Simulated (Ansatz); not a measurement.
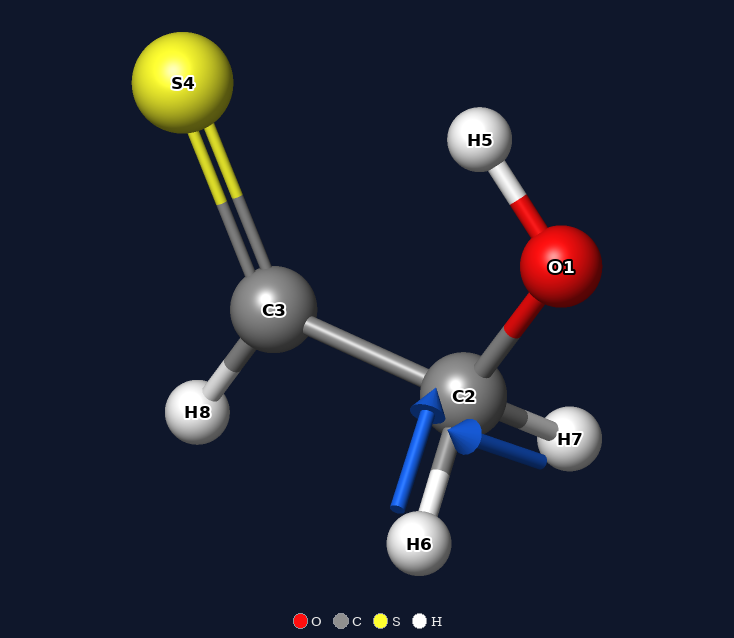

The arrows show one normal mode. Harmonic vibrations computed with RKS PBE0-D4/def2-TZVP (Ansatz 0.2.0) at a stationary point of the same level.

What kind of motion is it?

Answer. Mostly in-phase stretching of 2 C–H bonds.

At what wavenumber does it lie?

Answer. 2969 cm⁻¹; it is mode 15 of 18 counted from the lowest.
